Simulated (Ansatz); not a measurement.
# Li2ScBr4: relaxing a made-up structure, part 2 of 2

Starting from a made-up structure for Li2ScBr4, the aim is the relaxed cell, its shortest contacts and, where a second run follows, its electronic structure.

Ansatz 0.2.0; DFT, PBE, plane-wave PAW, files of the set soft_1, scalar-relativistic, no spin, cell and ions relaxed at zero pressure; PAW set soft_1 (the session's first sound run).

So far: Starting point; Relaxing cell and atoms. The relaxed cell has a = 5.464, c = 11.414 Å (conventional setting).

## (3) Bands of the relaxed cell

With the geometry fixed, one more self-consistent run, with a narrower smearing and the mesh shown in its input, gives the bands, and its pressure, and its forces where symmetry allows any, show how far the geometry depends on these settings.

This step: DFT, PBE, plane-wave PAW, files of the set soft_1, scalar-relativistic, no spin, bands and density of states at the relaxed cell; PAW set soft_1 (Ansatz 0.2.0).

Contents of input.yaml:

```yaml
crystal:
  lattice:
    - [-2.7321037265, 2.7321037265, 5.7069973397]
    - [2.7321037265, -2.7321037265, 5.7069973397]
    - [2.7321037265, 2.7321037265, -5.7069973397]
  atoms:
    - { symbol: Br, position: [0.5, 0.0, 0.5] }
    - { symbol: Br, position: [0.0, 0.5, 0.5] }
    - { symbol: Br, position: [0.2420932782, 0.2420932782, 0.0] }
    - { symbol: Br, position: [0.7579067218, 0.7579067218, 0.0] }
    - { symbol: Sc, position: [0.0, 0.0, 0.0] }
    - { symbol: Li, position: [0.75, 0.25, 0.5] }
    - { symbol: Li, position: [0.25, 0.75, 0.5] }
kpoints:
  mp_grid: { grid: [8, 8, 8] }
  band_path:
    path:
      - [[0.0, 0.0, 0.0], [0.5, -0.5, 0.0], [0.5, -0.5, 0.11459061], [0.30729531, -0.30729531, 0.30729531], [0.0, 0.0, 0.0], [0.5, 0.5, -0.5], [0.69270469, 0.30729531, -0.30729531], [0.5, 0.0, 0.0], [0.75, -0.25, -0.25], [0.88540939, 0.11459061, -0.5], [0.5, 0.5, -0.5]]
      - [[0.5, -0.5, 0.0], [0.75, -0.25, -0.25]]
    npoints: 7
scf:
  occupations: { method: fermi_dirac, width: 0.03 }
  n_extra_bands: 11
hamiltonian:
  xc: pbe
  pseudopotentials: { kind: paw, azcp: { folder: soft_1 } }
output:
  forces: true
  stress: true
  write_bands: true
  dos: { projected: true }
  write_density: true
  write_potential: true
  elf: true
  volumetric_format: npy
```

Run with:

```bash
ansatz run input.yaml --threads 4 --pin off --max-ram 10240MiB --backend cpu --events-out ev --progress --plain --runs-dir out
```

Numbers of over 12 decimals in the logs are rounded to 6 here.

The program printed:

```text
[...]
Crystal: 7 atoms, lattice volume = 170.397 Å³
Basis set: ecut = 420 eV, 3323 PW (Γ), exchange–correlation on 96×96×96 points (8 copies of the dense FFT grid, shifted against one another)
Bands: 34, of which v1, the nominal top of the filled ones, is band 23 counted from 1 (22 counted from 0)
Symmetry: 16 space group operations
[...]
k-points: 59 of 512
[...]
SCF iter   1: F=—  HF=-13692.443784 eV  |F-HF|=—  |Δ(HF+E_count)|=         —  Δρ=9.73e-2  dr2=3.43e1  ethr=3.10e-3  ⟨swp⟩=7.3  Hψ=9709  notcnv=0  defer=7
[...]
SCF iter  11: F=-13688.119171 eV  HF=-13688.119171 eV  |F-HF|=2.54e-8  |Δ(HF+E_count)|=   4.50e-7  Δρ=3.15e-6  dr2=3.11e-8  ethr=2.22e-10  ⟨swp⟩=15.1  Hψ=15109  notcnv=0
SCF 1 converged in 11 iterations: F = -13688.119171 eV  dr2 = 3.11e-8
[...]
NSCF: frozen V_eff on 79 k-points
SCF converged after 11 iterations
Free energy (F): -13688.119171 eV
[...]
Internal energy: -13688.101290 eV  (E = F + TS)
E sigma→0 (E₀):  -13688.110231 eV
Entropy (-TS):   -0.017882 eV (-2.555 meV/atom)
Fermi energy:    6.781253 eV
[...]
--- Forces (eV/Å), atoms counted from 1 ---
  atom   1  Br    -0.00000000     0.00000000     0.00000000
  atom   2  Br     0.00000000     0.00000000     0.00000000
  atom   3  Br     0.00000000    -0.00000000     0.00235236
  atom   4  Br     0.00000000     0.00000000    -0.00235236
  atom   5  Sc     0.00000000     0.00000000     0.00000000
  atom   6  Li    -0.00000000     0.00000000     0.00000000
  atom   7  Li    -0.00000000     0.00000000     0.00000000
  max |Σ_I F_I| component: 4.34e-19 eV/Å
--- Stress (GPa, compression-positive) ---
       -0.085673       0.000000       0.000000
        0.000000      -0.085673       0.000000
       -0.000000      -0.000000       0.014695
  P = ⅓ Tr σ = -0.0522 GPa (-0.522 kbar)
--- Band table (eV; the first three rows and the last of 59) ---
  k-point 0: bands = [... 19 lower, 2.5187, 2.5697, 2.5697, 6.3769, 6.8628, 6.8628, 7.2700, 7.4250, ... 7 higher]
  k-point 1: bands = [... 19 lower, 2.1743, 2.4199, 2.5337, 6.6185, 6.9296, 6.9374, 7.5197, 7.8403, ... 7 higher]
  k-point 2: bands = [... 19 lower, 1.9719, 2.1387, 2.5312, 7.1039, 7.1150, 7.1389, 8.1514, 8.1725, ... 7 higher]
  k-point 58: bands = [... 19 lower, 1.7509, 2.3541, 2.3541, 6.4333, 6.5361, 6.5361, 7.2742, 7.5389, ... 7 higher]
```

Wall time 5 s (4 threads of Intel Xeon 6975P-C (Granite Rapids), shared host); peak memory 0.75 GiB; 18 s of CPU time.

This step gave:

```
free energy             : -13688.1192 eV
energy at zero smearing : -13688.1102 eV
smearing term TS        : 0.01788 eV
Fermi energy            : 6.781 eV
pressure                : -0.05222 GPa
```

bands.tsv at the labelled points (eV, zero at the Fermi level; the bands that come nearest the Fermi level along the path):

```tsv
point	band 19	band 20	band 21	band 22	band 23	band 24	band 25	band 26
Γ	-5.07	-4.26	-4.21	-4.21	-0.40	0.08	0.08	0.49
X	-4.65	-4.62	-4.57	-3.92	0.66	0.73	0.97	1.61
Y	-4.84	-4.69	-4.63	-4.03	0.50	0.62	0.78	1.64
S	-4.95	-4.86	-4.67	-4.57	-0.11	0.42	0.50	0.62
Γ	-5.07	-4.26	-4.21	-4.21	-0.40	0.08	0.08	0.49
Z	-5.03	-5.03	-4.43	-4.43	-0.35	-0.25	-0.25	0.49
S1	-4.95	-4.86	-4.67	-4.57	-0.11	0.42	0.50	0.62
N	-4.91	-4.89	-4.81	-4.51	-0.02	0.53	0.60	0.65
P	-5.04	-4.57	-4.57	-3.92	0.67	0.67	0.98	1.51
Y1	-4.84	-4.69	-4.63	-4.03	0.50	0.62	0.78	1.64
Z	-5.03	-5.03	-4.43	-4.43	-0.35	-0.25	-0.25	0.49
X	-4.65	-4.62	-4.57	-3.92	0.66	0.73	0.97	1.61
P	-5.04	-4.57	-4.57	-3.92	0.67	0.67	0.98	1.51
```

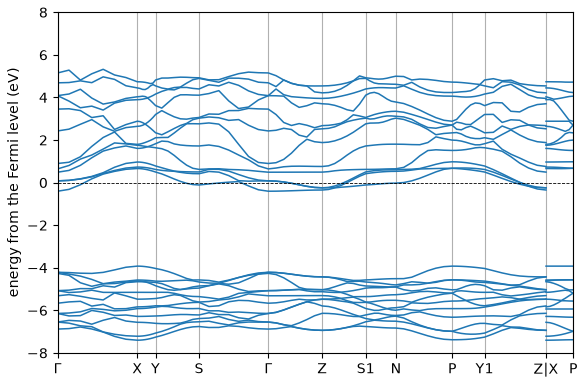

Bands along the path. 10 bands lie wholly below the window drawn.

Counts of states for the cell as run, both spins, by energy window (eV from the Fermi level):

```
from  to  total
  -8  -7   0.85
  -7  -6   7.09
  -6  -5   9.23
  -5  -4   6.76
  -4  -3   0.06
  -3  -2   0.00
  -2  -1   0.00
  -1   0   0.93
   0   1   6.28
   1   2   3.14
   2   3   4.23
   3   4   3.50
```

Below -8 eV lie 20.0 more states.

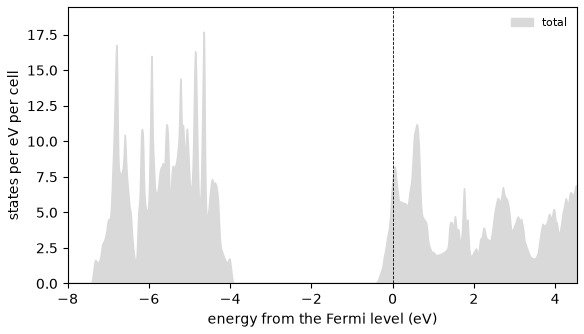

Total density of states, smoothed over about 0.04 eV.

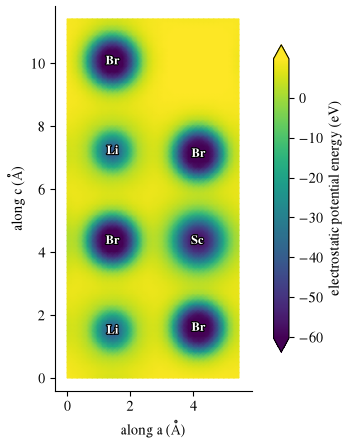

Electrostatic potential energy in the ac plane of the conventional cell at fractional y = 0.000, with atoms of Br and Sc and Li within 0.2 Å of it. With pseudopotentials it is smooth inside the atoms' cores, unlike the true potential. The map starts off the cell's origin, so that atoms lie inside it.

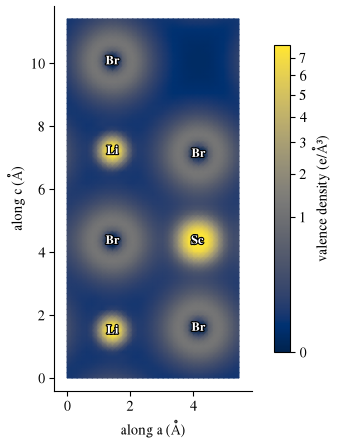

Valence density in the ac plane of the conventional cell at fractional y = 0.000, with atoms of Br and Sc and Li within 0.2 Å of it. It is the smooth field of the valence electrons, not physical close to the nuclei. The map starts off the cell's origin, so that atoms lie inside it. The colour scale is stretched toward low values.

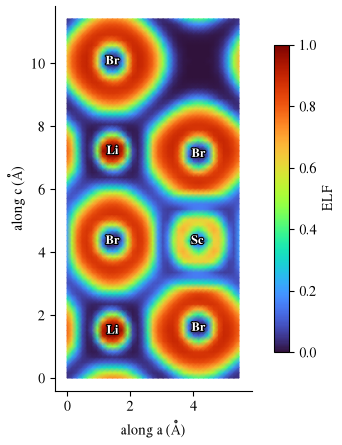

ELF in the ac plane of the conventional cell at fractional y = 0.000, with atoms of Br and Sc and Li within 0.2 Å of it. It is the smooth field of the valence electrons, not physical close to the nuclei. The map starts off the cell's origin, so that atoms lie inside it.

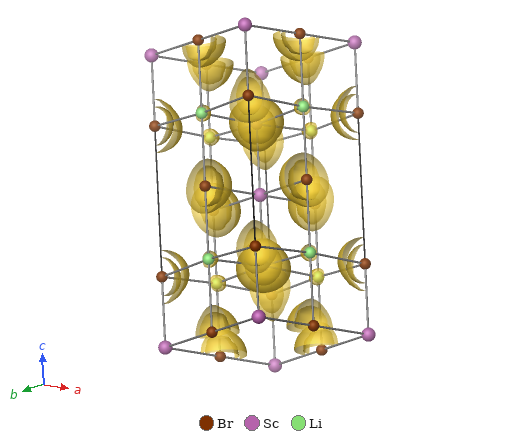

Surface of ELF = 0.85.

## (4) Summary of results

```yaml
space_group_relaxed: I4/mmm
conventional_cell: a = 5.464, b = 5.464, c = 11.414 Å; α = 90.0°, β = 90.0°, γ = 90.0°
volume_per_atom: 24.34 Å³ (guess 27.14)
```

Li2ScBr4 relaxes to I4/mmm with a = 5.464, b = 5.464 and c = 11.414 Å. The guessed volume was 11 % too large. The space group I4/mmm was held in the relaxation, so the end point is a stationary structure within it and may be a saddle against distortions or other arrangements. Bands cross the Fermi level, so it is a metal or semimetal at this level. The electron count is odd, which forces that without spin polarisation or a larger cell. On the 8×8×8 mesh with the narrower smearing (relaxed on 7×7×7) the largest force component is 0.002 eV/Å and the largest stress component is 0.086 GPa, against the relaxation's thresholds of 0.015 eV/Å and 0.05 GPa. The cutoff wasn't tested. No dispersion term is used, so weakly bound directions may come out too long. Nothing here tests whether the compound is stable against decomposition.

[Logs are printed without paths, hosts, clocks, repeated set-up lines and the standing remarks that a program may print on its own settings, such as how far it seeks lower states.]

[Hosts, paths, dates, database ids (printed as entryN), source tags and the programs' standing remarks are cut or masked in the printed files.]
